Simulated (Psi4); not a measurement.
# HCl (hydrogen chloride) at DSD-PBEP86/def2-TZVPPD (density fitting for correlation)

What is the vertical ionisation energy of HCl (hydrogen chloride) at DSD-PBEP86/def2-TZVPPD (density fitting for correlation)? The job is set up through a Python script.

The calculation is run with Psi4 1.11.

**1. The system as given**

HCl has 2 atoms, charge 0, and is taken as a singlet. SMILES: `Cl`. The coordinates come from a PBE0-D4/def2-TZVP relaxation.

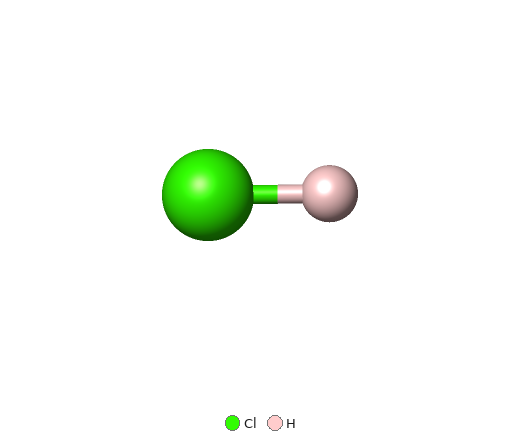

The structure, seen from a chosen angle (chlorine green, hydrogen pink).

**2. A single-point energy at DSD-PBEP86/def2-TZVPPD (density fitting for correlation)**

clh.py

```python
import psi4

psi4.set_memory('1600 MB')
psi4.set_num_threads(1)
psi4.core.set_output_file('output.dat', False)

geom = psi4.geometry("""
Cl
H 1 1.278791
units angstrom
symmetry c1
""")

options = {'basis': 'def2-TZVPPD', 'puream': True, 'e_convergence': 1e-09, 'd_convergence': 1e-08, 'scf_type': 'pk', 'dft_radial_points': 99, 'dft_spherical_points': 590, 'num_frozen_docc': 5}
psi4.set_options(options)

E, wfn = psi4.energy("dsd-pbep86", return_wfn=True)
print(f'total energy {E:.8f} hartree = {E * 27.211386:.5f} eV')
```

Command:

```bash
$ python clh.py
```

output.dat:

```text
[...]
  Running in c1 symmetry.
[...]
  Nuclear repulsion =    7.034779398189383
[...]
  Multiplicity = 1
[...]
  Nalpha       = 9
  Nbeta        = 9
[...]
    Number of basis functions: 68
[...]
   @RKS iter   1:  -460.37661884813173   -1.38332e-01   3.29480e-03 DIIS/ADIIS
[...]
   @RKS iter   9:  -460.39611276474488   -5.22959e-12   4.92466e-09 DIIS
[...]
    Orbital Energies [Eh]
    ---------------------
    Doubly Occupied:
       1A   -103.690327     2A    -10.194911     3A     -7.760609
       4A     -7.756400     5A     -7.756400     6A     -1.029027
       7A     -0.578342     8A     -0.433261     9A     -0.433261
[...]
  @RKS Final Energy:  -460.39611276474488
   => Energetics <=
    Nuclear Repulsion Energy =              7.0347793981893831
    One-Electron Energy =                -649.8531691204452727
    Two-Electron Energy =                 190.5272849451865795
    DFT Exchange-Correlation Energy =      -8.1050079876755756
    Empirical Dispersion Energy =           0.0000000000000000
    VV10 Nonlocal Energy =                  0.0000000000000000
    Total Energy =                       -460.3961127647448848
[...]
 Multipole Moments:
 ------------------------------------------------------------------------------------
     Multipole            Electronic (a.u.)      Nuclear  (a.u.)        Total (a.u.)
 ------------------------------------------------------------------------------------
 L = 1.  Multiply by 2.5417464519 to convert [e a0] to [Debye]
 Dipole X            :          0.0000000            0.0000000            0.0000000
 Dipole Y            :         -0.0000000            0.0000000           -0.0000000
 Dipole Z            :         -0.7393363            1.1980381            0.4587018
 Magnitude           :                                                    0.4587018
[...]
```

Standard output:

```text
total energy -460.50448660 hartree = -12530.96534 eV
```

Wall time 3.6 s (1 thread of Intel Xeon Platinum 8488C (Sapphire Rapids), shared host); peak memory 0.46 GiB.

**3. The doublet cation at the same level**

run.py

```python
import psi4

psi4.set_memory('1600 MB')
psi4.set_num_threads(1)
psi4.set_output_file('output.dat', False)

geom = psi4.geometry("""
1 2
Cl     0.546000    -0.178500     0.280800
H     -0.546000     0.178500    -0.280800
symmetry c1
no_reorient
no_com
""")

psi4.set_options({
    'basis': 'def2-TZVPPD',
    'reference': 'uks',
    'puream': True,
    'e_convergence': 1e-09,
    'd_convergence': 1e-08,
    'scf_type': 'pk',
    'dft_radial_points': 99,
    'dft_spherical_points': 590,
    'num_frozen_docc': 5,
    'maxiter': 200,
})

result, w = psi4.energy('DSD-PBEP86', molecule=geom, return_wfn=True)
print(f'total energy {result:.8f} hartree = {result * 27.211386:.5f} eV')
for k, v in sorted(psi4.core.scalar_variables().items()):
    print(f'{k:45s} {v:18.10f}')
```

Command:

```bash
$ python run.py
```

output.dat:

```text
[...]
  Running in c1 symmetry.
[...]
  Nuclear repulsion =    7.034776949773978
[...]
  Multiplicity = 2
[...]
  Nalpha       = 9
  Nbeta        = 8
[...]
    Number of basis functions: 68
[...]
   @UKS iter   1:  -459.91933750953962    3.18949e-01   3.19436e-03 DIIS/ADIIS
[...]
   @UKS iter  11:  -459.95147898012993   -2.16005e-12   1.86362e-09 DIIS
[...]
   @S^2 Observed:                7.584984786E-01
[...]
    Orbital Energies [Eh]
    ---------------------
    Alpha Occupied:
       1A   -104.143832     2A    -10.641449     3A     -8.223228
       4A     -8.201796     5A     -8.197364     6A     -1.461215
       7A     -0.959154     8A     -0.895198     9A     -0.822611
    Alpha Virtual:
      10A     -0.211033    11A     -0.120685    12A     -0.094897
      13A     -0.092871    14A     -0.087065    15A     -0.061021
      16A     -0.043742    17A     -0.027613    18A     -0.025907
      19A      0.075825    20A      0.087073    21A      0.112342
      22A      0.122258    23A      0.241674    24A      0.280628
      25A      0.307998    26A      0.330203    27A      0.340490
[...]
  @UKS Final Energy:  -459.95147898012993
   => Energetics <=
    Nuclear Repulsion Energy =              7.0347769497739776
    One-Electron Energy =                -642.3136069810907429
    Two-Electron Energy =                 183.3339092264160968
    DFT Exchange-Correlation Energy =      -8.0065581752292569
    Empirical Dispersion Energy =           0.0000000000000000
    VV10 Nonlocal Energy =                  0.0000000000000000
    Total Energy =                       -459.9514789801298775
[...]
 Multipole Moments:
 ------------------------------------------------------------------------------------
     Multipole            Electronic (a.u.)      Nuclear  (a.u.)        Total (a.u.)
 ------------------------------------------------------------------------------------
 L = 1.  Multiply by 2.5417464519 to convert [e a0] to [Debye]
 Dipole X            :        -16.0903157           16.5086474            0.4183317
 Dipole Y            :          5.2602955           -5.3970578           -0.1367623
 Dipole Z            :         -8.2750195            8.4901615            0.2151420
 Magnitude           :                                                    0.4898892
[...]
```

The script printed:

```text
total energy -460.03766735 hartree = -12518.26254 eV
CURRENT ENERGY                                   -460.0376673516
CURRENT REFERENCE ENERGY                         -459.9514789801
DD SOLVATION ENERGY                                 0.0000000000
DFT FUNCTIONAL TOTAL ENERGY                      -459.9514789801
DFT TOTAL ENERGY                                 -460.0376673516
DFT VV10 ENERGY                                     0.0000000000
DFT XC ENERGY                                      -8.0065581752
DOUBLE-HYBRID CORRECTION ENERGY                    -0.0861883714
DSD-PBEP86 DOUBLE-HYBRID CORRECTION ENERGY         -0.0861883714
DSD-PBEP86 TOTAL ENERGY                          -460.0376673516
GRID ELECTRONS ALPHA                                9.0000000002
GRID ELECTRONS BETA                                 8.0000000002
GRID ELECTRONS TOTAL                               17.0000000004
NUCLEAR REPULSION ENERGY                            7.0347769498
ONE-ELECTRON ENERGY                              -642.3136069811
PCM POLARIZATION ENERGY                             0.0000000000
PE ENERGY                                           0.0000000000
SCF ITERATION ENERGY                             -459.9514789801
SCF ITERATIONS                                     11.0000000000
SCF TOTAL ENERGY                                 -459.9514789801
TWO-ELECTRON ENERGY                               183.3339092264
XC GRID RADIAL POINTS                              99.0000000000
XC GRID SPHERICAL POINTS                          590.0000000000
XC GRID TOTAL POINTS                           113692.0000000000
```

It took 5.1 s on 1 thread of Intel Xeon Platinum 8488C (Sapphire Rapids), shared host; peak memory 0.46 GiB.

**4. What came out**

At DSD-PBEP86/def2-TZVPPD (density fitting for correlation), 5 core orbitals frozen:

| quantity | value |
| --- | --- |
| singlet HCl: total energy | -460.50449 Eh |
| singlet HCl: HOMO energy (SCF part's orbitals) | -11.79 eV |
| singlet HCl: LUMO energy (SCF part's orbitals) | 1.28 eV |
| singlet HCl: HOMO–LUMO gap (SCF part's orbitals) | 13.06 eV |
| doublet cation: total energy | -460.03767 Eh |
| doublet cation: HOMO energy (SCF part's orbitals) (highest over α and β) | -21.79 eV |
| doublet cation: LUMO energy (SCF part's orbitals) (lowest over α and β) | -12.48 eV |
| doublet cation: ⟨S²⟩ | 0.758 |
| vertical ionisation energy (to the doublet cation) | 12.703 eV |

Removing an electron at fixed nuclei costs 12.70 eV (1226 kJ/mol). The negative HOMO energy of the first species, 11.79 eV, lies 0.91 eV below that difference.
